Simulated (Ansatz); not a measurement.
**Mo wire along [100], 24 atoms a period: bands along the axis**

What gap, if any, does the Mo wire along [100], 24 atoms a period have, and how many channels would it open?

Calculated with Ansatz 0.2.0; DFT PBE, plane waves, PAW; relaxation of a wire's period; PAW set soft_1, in the first sound run; inputs show where later runs differ.

### 1. The structure

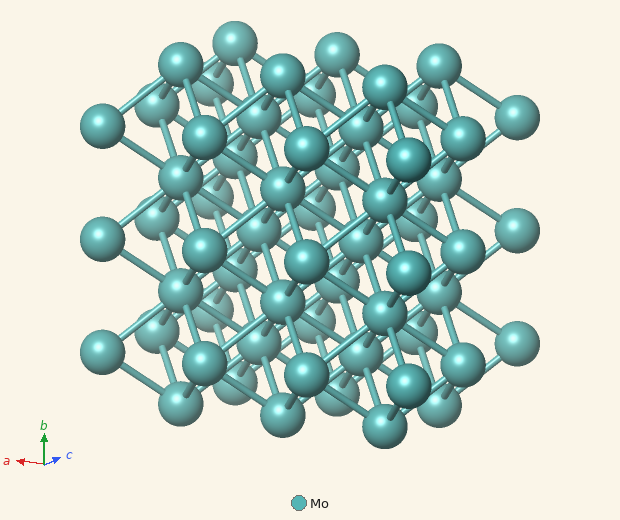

The cell as given, at a slant to the c axis (molybdenum teal). 1×1×2 cells are drawn. Some periodic images of atoms are drawn too.

The cell holds 24 atoms: 24 Mo. Its edges and angles: a = 16.280 Å, b = 16.280 Å, c = 3.160 Å, α = 90.0°, β = 90.0°, γ = 90.0°. Vacuum lies along a and b. The structure's axis is c.

### 2. Relaxing the period

Band widths follow the bond lengths, so the wire is relaxed first. The atoms and the third cell vector are free; the box across stays fixed as vacuum. A Fermi-Dirac smearing is set since the result may be a metal. The pressure printed is a third of the stress's trace over the whole box, vacuum included; only the stress along the axis is relaxed.

The input, input.yaml:

```yaml
crystal:
  lattice:
    - [16.28, 0.0, 0.0]
    - [0.0, 16.28, 0.0]
    - [0.0, 0.0, 3.16]
  atoms:
    - { symbol: Mo, position: [0.208845209, 0.305896806, 0.0] }
    - { symbol: Mo, position: [0.208845209, 0.5, 0.0] }
    - { symbol: Mo, position: [0.208845209, 0.694103194, 0.0] }
    - { symbol: Mo, position: [0.402948403, 0.305896806, 0.0] }
    - { symbol: Mo, position: [0.402948403, 0.5, 0.0] }
    - { symbol: Mo, position: [0.402948403, 0.694103194, 0.0] }
    - { symbol: Mo, position: [0.597051597, 0.305896806, 0.0] }
    - { symbol: Mo, position: [0.597051597, 0.5, 0.0] }
    - { symbol: Mo, position: [0.597051597, 0.694103194, 0.0] }
    - { symbol: Mo, position: [0.791154791, 0.305896806, 0.0] }
    - { symbol: Mo, position: [0.791154791, 0.5, 0.0] }
    - { symbol: Mo, position: [0.791154791, 0.694103194, 0.0] }
    - { symbol: Mo, position: [0.305896806, 0.208845209, 0.5] }
    - { symbol: Mo, position: [0.305896806, 0.402948403, 0.5] }
    - { symbol: Mo, position: [0.305896806, 0.597051597, 0.5] }
    - { symbol: Mo, position: [0.305896806, 0.791154791, 0.5] }
    - { symbol: Mo, position: [0.5, 0.208845209, 0.5] }
    - { symbol: Mo, position: [0.5, 0.402948403, 0.5] }
    - { symbol: Mo, position: [0.5, 0.597051597, 0.5] }
    - { symbol: Mo, position: [0.5, 0.791154791, 0.5] }
    - { symbol: Mo, position: [0.694103194, 0.208845209, 0.5] }
    - { symbol: Mo, position: [0.694103194, 0.402948403, 0.5] }
    - { symbol: Mo, position: [0.694103194, 0.597051597, 0.5] }
    - { symbol: Mo, position: [0.694103194, 0.791154791, 0.5] }
kpoints:
  mp_grid: { grid: [1, 1, 26] }
scf:
  occupations: { method: fermi_dirac, width: 0.05 }
hamiltonian:
  xc: pbe
  pseudopotentials: { kind: paw, azcp: { folder: soft_1 } }
relax:
  cell: { fix: [a, b, alpha, beta, gamma] }
  max_steps: 45
  f_tol: 0.03
```

Run with:

```console
$ ansatz run input.yaml --threads 4 --pin off --max-ram 16384MiB --backend cpu --events-out ev --progress --plain --runs-dir out
```

Numbers of over 12 decimals in the logs are rounded to 6 here.

What it wrote:

```text
Engine: ansatz 0.2.0, x86_64-unknown-linux-gnu
Pseudopotentials: kind: paw
Pseudopotential: Mo, paw, valence charge 14, recommended cutoff 420 eV (normal), soft_1/Mo.paw.azcp
Functional definition: PBE
  parameter kappa = 0.804
  parameter beta = 0.066725
  exchange = pbe_x(kappa = kappa, mu = beta*pi^2/3)
  correlation = pbe_c(beta = beta)
Crystal: 24 atoms, lattice volume = 837.521 Å³
Basis set: ecut = 420 eV, 16427 PW (Γ), exchange–correlation on 240×240×48 points (8 copies of the dense FFT grid, shifted against one another)
Bands: 202, of which v1, the nominal top of the filled ones, is band 168 counted from 1 (167 counted from 0)
Symmetry: 16 space group operations
Space group: P42/mmc (ITA 131), of the structure as read, at distance tolerance 9.4e-5 Å
k-points: 14 of 26
Non-local potential: Mo, projectors of the file, l = 0: 3, l = 1: 2, l = 2: 2, l = 3: 1
PAW form: soft (Blöchl's): semilocal exchange-correlation on the pseudo side does not see the compensation charge
PAW one-centre angular grid: Mo, 590 points (default); XC on 64 Gauss nodes
Initial density: superposition of atomic densities (neutral atoms: chi_scale 0, normalization atom)
Initial wavefunctions: pseudopotential atomic-orbital guess
Functional: x = pbe(κ = 0.804, μ = 0.219515), c = pbe(β = 0.066725)
SCF iter   1: F=—  HF=-118944.702079 eV  |F-HF|=—  |Δ(HF+E_count)|=         —  Δρ=7.54e-2  dr2=2.96e2  ethr=3.10e-3  ⟨swp⟩=8.3  Hψ=11632  notcnv=0
preconditioner: auto → LDOS  [metal: Δε(μ)=0.011 eV  Ē_g=4.059 eV  σ=0.050 eV  W_gap=0.06  n_scr=186 (ndim 8)  ℏωp=15.4 eV  f_vac=0.397  D(μ)=21.22/eV (n_scr^D=122)  β→1.0]
SCF iter   2: F=—  HF=-118940.349954 eV  |F-HF|=—  |Δ(HF+E_count)|=    4.35e0  Δρ=7.78e-2  dr2=3.81e2  ethr=3.10e-3  ⟨swp⟩=5.5  Hψ=8492  notcnv=0  defer=72
SCF iter   3: F=—  HF=-118918.146840 eV  |F-HF|=—  |Δ(HF+E_count)|=    2.22e1  Δρ=1.35e-2  dr2=9.17e0  ethr=3.10e-3  ⟨swp⟩=4.0  Hψ=7430  notcnv=0  defer=56
SCF iter   4: F=—  HF=-118917.597136 eV  |F-HF|=—  |Δ(HF+E_count)|=   5.50e-1  Δρ=3.89e-3  dr2=2.49e-1  ethr=2.73e-3  ⟨swp⟩=3.9  Hψ=3905  notcnv=0  defer=28
SCF iter   5: F=—  HF=-118917.578416 eV  |F-HF|=—  |Δ(HF+E_count)|=   1.87e-2  Δρ=1.58e-3  dr2=1.05e-1  ethr=7.40e-5  ⟨swp⟩=4.4  Hψ=6663  notcnv=0  defer=27
SCF iter   6: F=—  HF=-118917.580739 eV  |F-HF|=—  |Δ(HF+E_count)|=   2.32e-3  Δρ=8.25e-4  dr2=1.74e-2  ethr=3.12e-5  ⟨swp⟩=2.0  Hψ=4091  notcnv=0  defer=27
SCF iter   7: F=—  HF=-118917.580004 eV  |F-HF|=—  |Δ(HF+E_count)|=   7.35e-4  Δρ=1.97e-4  dr2=9.79e-4  ethr=5.17e-6  ⟨swp⟩=2.0  Hψ=3809  notcnv=0  defer=27
SCF iter   8: F=—  HF=-118917.580213 eV  |F-HF|=—  |Δ(HF+E_count)|=   2.09e-4  Δρ=9.24e-5  dr2=1.79e-4  ethr=2.91e-7  ⟨swp⟩=2.3  Hψ=3876  notcnv=0  defer=27
SCF iter   9: F=—  HF=-118917.580209 eV  |F-HF|=—  |Δ(HF+E_count)|=   3.73e-6  Δρ=3.05e-5  dr2=1.85e-5  ethr=5.33e-8  ⟨swp⟩=2.1  Hψ=3862  notcnv=0  defer=27
SCF iter  10: F=—  HF=-118917.580259 eV  |F-HF|=—  |Δ(HF+E_count)|=   5.01e-5  Δρ=1.37e-5  dr2=4.69e-6  ethr=5.50e-9  ⟨swp⟩=3.0  Hψ=5573  notcnv=0  defer=27
SCF iter  11: F=—  HF=-118917.580260 eV  |F-HF|=—  |Δ(HF+E_count)|=   6.50e-7  Δρ=6.48e-6  dr2=5.83e-7  ethr=1.40e-9  ⟨swp⟩=2.0  Hψ=3829  notcnv=0  defer=27
SCF iter  12: F=-118917.580261 eV  HF=-118917.580261 eV  |F-HF|=2.38e-8  |Δ(HF+E_count)|=   5.35e-7  Δρ=2.50e-6  dr2=8.65e-8  ethr=2.98e-11  ⟨swp⟩=5.9  Hψ=9565  notcnv=0
SCF 1 converged in 12 iterations: F = -118917.580261 eV  dr2 = 8.65e-8
  greatest PAW one-centre occupation: 0.999 electrons in one spin orbital (limit 2), on the Mo atom at site 22 (counted from 0), in its partial waves of l = 0
relax step   1: F+E_penalty+E_count = -118917.58026063 eV  Δ(F+E_penalty+E_count) = +0.000e0 eV  max|allowed force component| = 2.654e0 eV/Å  Δτ_max = 0.0000 Å  P = -7.800 GPa  Ω = 837.521 Å³  fix = [a, b, alpha, beta, gamma]  reactions: a -7.554, b -7.554 GPa  (12 SCF iters, dr2 threshold 1.00e-7 eV, accepted)
Crystal: 24 atoms, lattice volume = 805.712 Å³
Basis set: ecut = 420 eV, 15643 PW (Γ), exchange–correlation on 240×240×48 points (8 copies of the dense FFT grid, shifted against one another)
Initial density: handed on by an earlier stage of this run
Initial wavefunctions: those handed on with the density
iter 1 solved again at ethr=1.11e-3 eV; its pass at ethr=3.10e-3 eV (dr2=3.71e0 eV) is discarded
SCF iter   1: F=—  HF=-118921.112680 eV  |F-HF|=—  |Δ(HF+E_count)|=         —  Δρ=1.74e-2  dr2=3.77e0  ethr=1.11e-3  ⟨swp⟩=1.3  Hψ=17024  notcnv=0
preconditioner: auto → LDOS  [metal: Δε(μ)=0.018 eV  Ē_g=3.804 eV  σ=0.050 eV  W_gap=0.09  n_scr=170 (ndim 8)  ℏωp=15.7 eV  f_vac=0.431  D(μ)=19.68/eV (n_scr^D=98)  β→1.0]
SCF iter   2: F=—  HF=-118921.159174 eV  |F-HF|=—  |Δ(HF+E_count)|=   4.65e-2  Δρ=1.00e-2  dr2=4.23e0  ethr=1.11e-3  ⟨swp⟩=3.8  Hψ=5861  notcnv=0  defer=18
SCF iter   3: F=—  HF=-118920.828938 eV  |F-HF|=—  |Δ(HF+E_count)|=   3.30e-1  Δρ=2.71e-3  dr2=2.23e-1  ethr=1.11e-3  ⟨swp⟩=2.9  Hψ=4367  notcnv=0  defer=73
SCF iter   4: F=—  HF=-118920.815295 eV  |F-HF|=—  |Δ(HF+E_count)|=   1.36e-2  Δρ=6.40e-4  dr2=6.20e-3  ethr=6.62e-5  ⟨swp⟩=2.5  Hψ=4367  notcnv=0  defer=73
SCF iter   5: F=—  HF=-118920.815493 eV  |F-HF|=—  |Δ(HF+E_count)|=   1.98e-4  Δρ=2.56e-4  dr2=1.59e-3  ethr=1.84e-6  ⟨swp⟩=3.0  Hψ=5219  notcnv=0  defer=73
SCF iter   6: F=—  HF=-118920.815657 eV  |F-HF|=—  |Δ(HF+E_count)|=   1.64e-4  Δρ=1.09e-4  dr2=2.41e-4  ethr=4.75e-7  ⟨swp⟩=2.3  Hψ=4399  notcnv=0  defer=73
SCF iter   7: F=—  HF=-118920.815710 eV  |F-HF|=—  |Δ(HF+E_count)|=   5.29e-5  Δρ=3.82e-5  dr2=2.63e-5  ethr=7.18e-8  ⟨swp⟩=2.6  Hψ=4691  notcnv=0  defer=73
SCF iter   8: F=-118920.815716 eV  HF=-118920.815715 eV  |F-HF|=7.15e-7  |Δ(HF+E_count)|=   4.96e-6  Δρ=1.28e-5  dr2=1.94e-6  ethr=7.14e-10  ⟨swp⟩=3.9  Hψ=12006  notcnv=0
SCF 2 converged in 8 iterations: F = -118920.815716 eV  dr2 = 1.94e-6
  greatest PAW one-centre occupation: 0.999 electrons in one spin orbital (limit 2), on the Mo atom at site 21 (counted from 0), in its partial waves of l = 0
relax step   2: F+E_penalty+E_count = -118920.81571600 eV  Δ(F+E_penalty+E_count) = -3.235e0 eV  max|allowed force component| = 8.936e-1 eV/Å  Δτ_max = 0.1949 Å  P = +2.420 GPa  Ω = 805.712 Å³  energy of the carried Pulay correction = +3.350e-3 eV  fix = [a, b, alpha, beta, gamma]  reactions: a +1.372, b +1.372 GPa  (8 SCF iters, dr2 threshold 2.40e-6 eV, accepted)
Crystal: 24 atoms, lattice volume = 837.352 Å³
iter 1 solved again at ethr=2.81e-3 eV; its pass at ethr=3.10e-3 eV (dr2=9.44e0 eV) is discarded
[...]
relax step   6: F+E_penalty+E_count = -118921.41408838 eV  Δ(F+E_penalty+E_count) = -4.897e-3 eV  max|allowed force component| = 3.523e-2 eV/Å  Δτ_max = 0.0059 Å  P = -0.073 GPa  Ω = 823.362 Å³  energy of the carried Pulay correction = +1.475e-3 eV  fix = [a, b, alpha, beta, gamma]  reactions: a -0.106, b -0.106 GPa  (6 SCF iters, dr2 threshold 4.76e-7 eV, accepted)
[...]
relax step   7: F+E_penalty+E_count = -118921.41453811 eV  Δ(F+E_penalty+E_count) = -4.497e-4 eV  max|allowed force component| = 1.277e-2 eV/Å  Δτ_max = 0.0027 Å  P = -0.107 GPa  Ω = 823.079 Å³  energy of the carried Pulay correction = +1.505e-3 eV  fix = [a, b, alpha, beta, gamma]  reactions: a -0.165, b -0.165 GPa  (7 SCF iters, dr2 threshold 7.76e-8 eV, accepted)
Initial wavefunctions: pseudopotential atomic-orbital guess (no wavefunctions were taken with the density)
iter 1 solved again at ethr=1.26e-6 eV; its pass at ethr=3.10e-3 eV (dr2=4.24e-3 eV) is discarded
SCF iter   1: F=—  HF=-118921.412731 eV  |F-HF|=—  |Δ(HF+E_count)|=         —  Δρ=2.95e-5  dr2=1.17e-6  ethr=1.26e-6  ⟨swp⟩=4.5  Hψ=19710  notcnv=0
eigensolver tolerance schedule: the retry pair's looser diagonalisation over-reported the residual by 3633.06 of it (diagonalisation noise at an unbounded share of the residual, at the tolerance the schedule requests for it); recorded, not acted on — ethr = c·dr2/N_el stays at c = 1.0e-1
preconditioner: auto → LDOS  [metal: Δε(μ)=0.005 eV  Ē_g=3.688 eV  σ=0.050 eV  W_gap=0.03  n_scr=178 (ndim 8)  ℏωp=15.5 eV  f_vac=0.430  D(μ)=25.07/eV (n_scr^D=178)  β→1.0]
SCF iter   2: F=—  HF=-118921.412797 eV  |F-HF|=—  |Δ(HF+E_count)|=   6.58e-5  Δρ=6.03e-6  dr2=2.42e-7  ethr=3.47e-10  ⟨swp⟩=3.9  Hψ=7993  notcnv=0
SCF iter   3: F=—  HF=-118921.412797 eV  |F-HF|=—  |Δ(HF+E_count)|=   5.61e-8  Δρ=2.01e-6  dr2=6.17e-8  ethr=7.21e-11  ⟨swp⟩=2.1  Hψ=5079  notcnv=0
SCF iter   4: F=—  HF=-118921.412797 eV  |F-HF|=—  |Δ(HF+E_count)|=   1.47e-8  Δρ=4.80e-7  dr2=3.20e-9  ethr=1.84e-11  ⟨swp⟩=3.1  Hψ=5370  notcnv=0
SCF iter   5: F=—  HF=-118921.412797 eV  |F-HF|=—  |Δ(HF+E_count)|=  5.38e-10  Δρ=1.48e-7  dr2=5.44e-10  ethr=1.00e-12  ⟨swp⟩=2.9  Hψ=5454  notcnv=0
SCF iter   6: F=-118921.412797 eV  HF=-118921.412797 eV  |F-HF|=1.46e-10  |Δ(HF+E_count)|=  1.31e-10  Δρ=5.88e-8  dr2=6.45e-11  ethr=1.00e-12  ⟨swp⟩=4.9  Hψ=9072  notcnv=0
SCF 8 converged in 6 iterations: F = -118921.412797 eV  dr2 = 6.45e-11
relax step   8: F+E_penalty+E_count = -118921.41279688 eV  Δ(F+E_penalty+E_count) = +1.741e-3 eV  max|allowed force component| = 1.281e-2 eV/Å  Δτ_max = 0.0000 Å  P = -0.103 GPa  Ω = 823.079 Å³  fix = [a, b, alpha, beta, gamma]  reactions: a -0.161, b -0.161 GPa  stress off target by 1.33e-2 GPa on what of the cell is left free  SCF on the basis re-selected at this cell (its energy is not comparable with the rows above)  (6 SCF iters)
basis re-selected at this cell: Δ(F+E_penalty+E_count) = +1.741e-3 eV, ΔP = +0.003 GPa vs the last step (what re-selecting the basis moved, of the pressure what is left beyond the Pulay correction that the steps carried, after the strain that the cell walked since its last selection, with what the two solves' SCF thresholds leave and, on support functions, any second-order correction that the steps lacked; it is no m [...]
SCF converged after 6 iterations
Free energy (F): -118921.412797 eV
Harris-Foulkes:  -118921.412797 eV  (|F-HF|=1.46e-10)
Internal energy: -118921.209520 eV  (E = F + TS)
E sigma→0 (E₀):  -118921.311158 eV
Entropy (-TS):   -0.203277 eV (-8.470 meV/atom)
Fermi energy:    7.680604 eV
--- Per-component energies (eV) ---
  E_band       = -5751.064807
  E_kinetic    = 10134.282601
  E_local      = -164275.279695  (includes V_loc(G=0)·N_el)
  E_nonlocal   = 3594.612464
  E_hartree    = 76947.446002
  E_xc         = -4209.611829
  E_vxc        = -5245.541523  (∫ρ·V_xc dr)
  E_paw        = -77096.833592  (= ΣΔE_a)
  E_vpaw       = -3854.030416  (= ΣTr[D̂ρ^β])
  E_aug_tail   = 0.001210  (compensation charges beyond the density's cutoff)
  E_ewald      = 35984.173320
  E_smearing   = -0.203277  (= −TS)
  E_closure    = -0.000000  (closes the sum)
  Σ components = -118921.412797   (vs F -118921.412797, Δ=0.00e0)
--- Forces (eV/Å), atoms counted from 1 ---
  atom   1  Mo     0.00455794    -0.00044353     0.00000000
  atom   2  Mo    -0.00539225     0.00000000     0.00000000
  atom   3  Mo     0.00455794     0.00044353     0.00000000
  atom   4  Mo    -0.01281437     0.00757817     0.00000000
  atom   5  Mo    -0.00105534     0.00000000     0.00000000
  atom   6  Mo    -0.01281437    -0.00757817     0.00000000
  atom   7  Mo     0.01281437     0.00757817     0.00000000
  atom   8  Mo     0.00105534     0.00000000     0.00000000
  atom   9  Mo     0.01281437    -0.00757817     0.00000000
  atom  10  Mo    -0.00455794    -0.00044353     0.00000000
  atom  11  Mo     0.00539225     0.00000000     0.00000000
  atom  12  Mo    -0.00455794     0.00044353     0.00000000
  atom  13  Mo    -0.00044353     0.00455794     0.00000000
  atom  14  Mo     0.00757817    -0.01281437     0.00000000
  atom  15  Mo     0.00757817     0.01281437     0.00000000
  atom  16  Mo    -0.00044353    -0.00455794     0.00000000
  atom  17  Mo     0.00000000    -0.00539225     0.00000000
  atom  18  Mo     0.00000000    -0.00105534     0.00000000
  atom  19  Mo     0.00000000     0.00105534     0.00000000
  atom  20  Mo     0.00000000     0.00539225     0.00000000
  atom  21  Mo     0.00044353     0.00455794     0.00000000
  atom  22  Mo    -0.00757817    -0.01281437     0.00000000
  atom  23  Mo    -0.00757817     0.01281437     0.00000000
  atom  24  Mo     0.00044353    -0.00455794     0.00000000
  max |Σ_I F_I| component: 1.73e-18 eV/Å
--- Stress (GPa, compression-positive) ---
       -0.161442       0.000000       0.000000
        0.000000      -0.161442       0.000000
        0.000000       0.000000       0.013281
  P = ⅓ Tr σ = -0.1032 GPa (-1.032 kbar)
--- Relaxed structure (7 steps of the walk, 7 accepted, 1 SCFs on fresh bases) ---
  F+E_penalty+E_count = -118921.41279688 eV   max|allowed force component| = 1.281e-2 eV/Å   (the final SCF, on the basis selected at the relaxed cell)
  cell:  # Å, volume = 823.0794 Å³
    - [16.28, 0.0, 0.0]
    - [0.0, 16.28, 0.0]
    - [0.0, 0.0, 3.105510]
  atoms:
    - { symbol: Mo, position: [0.220426, 0.301035, 0.0] }
    - { symbol: Mo, position: [0.216496, 0.5, 0.0] }
    - { symbol: Mo, position: [0.220426, 0.698965, 0.0] }
    - { symbol: Mo, position: [0.405298, 0.304199, 0.0] }
    - { symbol: Mo, position: [0.404395, 0.5, 0.0] }
    - { symbol: Mo, position: [0.405298, 0.695801, 0.0] }
    - { symbol: Mo, position: [0.594702, 0.304199, 0.0] }
    - { symbol: Mo, position: [0.595605, 0.5, 0.0] }
    - { symbol: Mo, position: [0.594702, 0.695801, 0.0] }
    - { symbol: Mo, position: [0.779574, 0.301035, 0.0] }
    - { symbol: Mo, position: [0.783504, 0.5, 0.0] }
    - { symbol: Mo, position: [0.779574, 0.698965, 0.0] }
    - { symbol: Mo, position: [0.301035, 0.220426, 0.500000] }
    - { symbol: Mo, position: [0.304199, 0.405298, 0.500000] }
    - { symbol: Mo, position: [0.304199, 0.594702, 0.500000] }
    - { symbol: Mo, position: [0.301035, 0.779574, 0.500000] }
    - { symbol: Mo, position: [0.5, 0.216496, 0.500000] }
    - { symbol: Mo, position: [0.5, 0.404395, 0.500000] }
    - { symbol: Mo, position: [0.5, 0.595605, 0.500000] }
    - { symbol: Mo, position: [0.5, 0.783504, 0.500000] }
    - { symbol: Mo, position: [0.698965, 0.220426, 0.500000] }
    - { symbol: Mo, position: [0.695801, 0.405298, 0.500000] }
    - { symbol: Mo, position: [0.695801, 0.594702, 0.500000] }
    - { symbol: Mo, position: [0.698965, 0.779574, 0.500000] }
```

Elapsed: 3.6 min, on 4 threads of Intel Xeon 6975P-C (Granite Rapids), shared host; peak memory 4.2 GiB.

(Part 1 of 2 ends here.)

[Logs are printed without paths, hosts, clocks, repeated set-up lines and the standing remarks that a program may print on its own settings, such as how far it seeks lower states.]

[Hosts, paths, dates, database ids (printed as entryN), source tags and the programs' standing remarks are cut or masked in the printed files.]
